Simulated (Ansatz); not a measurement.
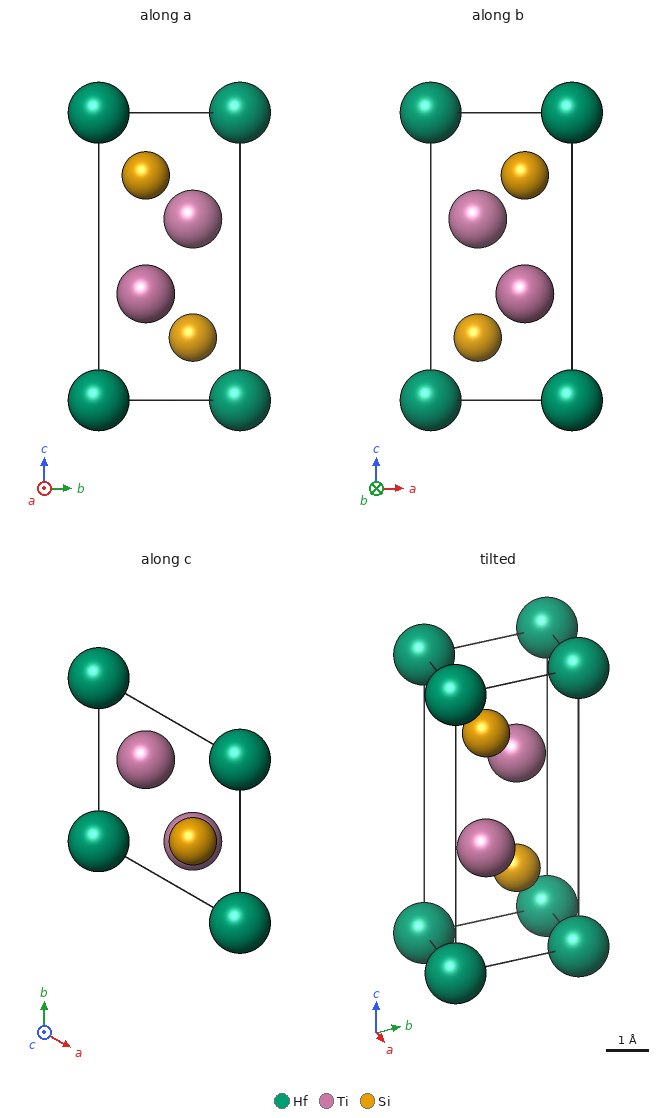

Spheres-only representation of a periodic structure, projected along the a axis, along the b axis, along the c axis and slightly off an axis. Atoms at the boundary of the conventional unit cell (the box) are drawn once for each face, edge or corner they touch.

Lattice parameters: a = 3.9161 Å, b = 3.9161 Å, c = 6.9038 Å, α = 90.000°, β = 90.000°, γ = 120.000°.

**Convert the drawing into a CIF in P1 with every atom of the cell, with free fractional coordinates to two decimals.**

```cif
data_structure
_symmetry_space_group_name_H-M 'P 1'
_symmetry_Int_Tables_number 1
_cell_length_a 3.9161
_cell_length_b 3.9161
_cell_length_c 6.9038
_cell_angle_alpha 90.000
_cell_angle_beta 90.000
_cell_angle_gamma 120.000
_cell_volume 91.69
loop_
_atom_site_label
_atom_site_type_symbol
_atom_site_fract_x
_atom_site_fract_y
_atom_site_fract_z
_atom_site_occupancy
Hf1 Hf 0.00 0.00 0.00 1
Ti1 Ti 0.6667 0.3333 0.37 1
Ti2 Ti 0.3333 0.6667 0.63 1
Si1 Si 0.3333 0.6667 0.22 1
Si2 Si 0.6667 0.3333 0.78 1
```

The structure was taken from a structure type filled with these elements by a generator (whether the compound takes this form wasn't checked). Earlier steps of the study may have refined or changed the cell and positions. It was the input of a calculation with Ansatz.
